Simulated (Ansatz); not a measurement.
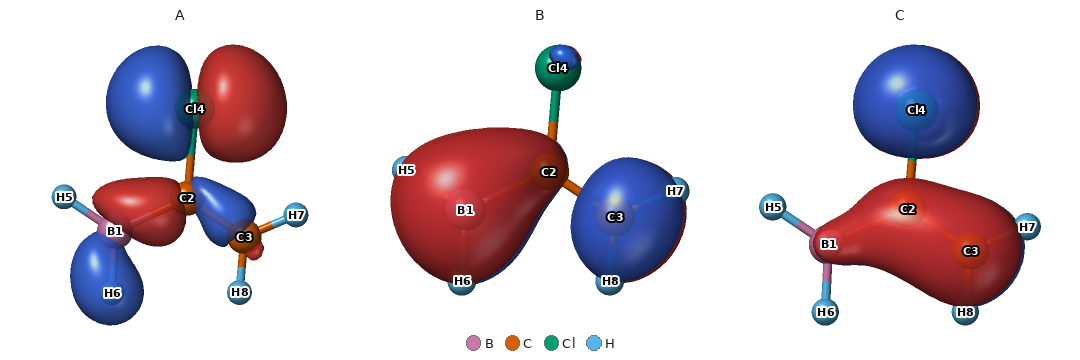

C2H4BCl (SMILES BC(=C)Cl). Three frontier orbitals at ±0.1 Å⁻³ᐟ² (blue and red are the two phases), in no order.

Geometry: PBE0-D4/def2-TZVP.

Method: RKS PBE0-D4/def2-TZVPP in Ansatz 0.2.0.

```xyz
8

B    -0.4360    1.1605   -0.3800
C    -0.1845   -0.3499   -0.2456
C     0.6887   -0.8421    0.6392
Cl   -1.0587   -1.4544   -1.2711
H    -1.2146    1.6003   -1.1677
H     0.1838    1.8845    0.3413
H     0.8826   -1.9033    0.7523
H     1.2310   -0.1527    1.2757
```

Q: Order the three orbitals by energy and name them.

A: A is the HOMO−1 (−8.62 eV). It lies mainly on Cl4 (about 75 %), C2 (about 10 %) and B1 (about 10 %); it is symmetric in the molecular plane (an in-plane orbital: σ, lone-pair or in-plane π type); largely a lone pair of Cl4. C is the HOMO (−7.88 eV). By Hirshfeld shares it lies mainly on Cl4 (about 45 %), C3 (about 25 %) and C2 (about 20 %); it changes sign across the molecular plane (π type); π-bonding across C2–C3; π-antibonding (a node) across C2–Cl4. B is the LUMO (−2.48 eV). Its weight (Hirshfeld) is mainly on B1 (about 45 %), C3 (about 25 %) and C2 (about 15 %); it changes sign across the molecular plane (π type); π-bonding across B1–C2; π-antibonding (a node) across C2–C3.

Q: What is the HOMO–LUMO gap?

A: 5.40 eV between the orbital energies.
